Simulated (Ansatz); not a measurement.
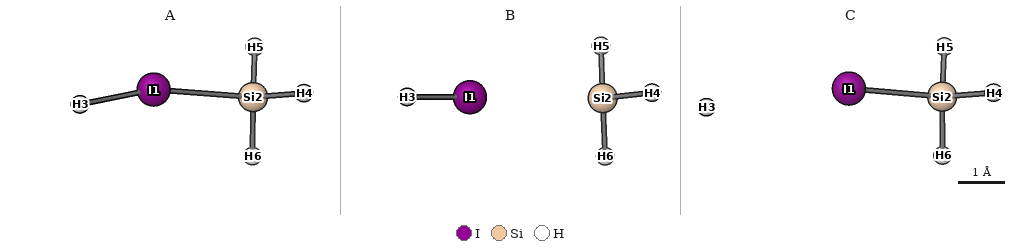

Three geometries of SiH4I (multiplicity 2): a saddle point and the two minima that it joins, in shuffled order. A ball-and-stick model, seen at a tilt. Sticks join atoms that are closer than about 1.2 times the sum of their covalent radii (a little more with hydrogen).

Stationary points at PBE0-D4/def2-TZVP, single-point energies with CCSD(T)/CBS, r2SCAN0-D4, B2PLYP, RPA@PBE (def2-TZVPP where no basis is named; Ansatz 0.2.0). The energies are electronic, without zero-point or thermal terms, and both ends are the minima reached downhill from the saddle, with any fragments still in contact. CCSD(T)/CBS stands for a frozen-core estimate: MP2 correlation extrapolated from def2-TZVPP and def2-QZVPP, CCSD(T) minus MP2 from the smaller set. Elements past krypton carry the basis set's effective core potentials.

Identify the saddle point and describe the reaction.

Frame A is the saddle point. Counted by bonded pieces, C holds H + SiH₃I and B holds HI + SiH₃. From C over the saddle to B, a bond forms: I1–H3 (3.67 → 1.91 → 1.63 Å). A bond breaks: I1–Si2 (2.44 → 2.59 → 3.44 Å). The saddle has one imaginary mode, 190i cm⁻¹. With CCSD(T)/CBS the barrier is 5.5 kcal/mol from C and 3.6 kcal/mol from B, and B lies 1.9 kcal/mol above C.

```tsv
level	barrier from C (kcal/mol)	barrier from B (kcal/mol)	B less C (kcal/mol)
CCSD(T)/CBS	5.5	3.6	1.9
r2SCAN0-D4	1.6	2.0	−0.4
B2PLYP	4.7	4.5	0.2
RPA@PBE	5.4	7.1	−1.7
```

Against CCSD(T)/CBS, RPA@PBE comes closest on the barrier from C (−0.1 kcal/mol) and r2SCAN0-D4 misses most (−3.9 kcal/mol).

Limits of the set-up: the start holds two separate molecules, 3.7 Å apart at their closest, whose relative position is a soft coordinate.
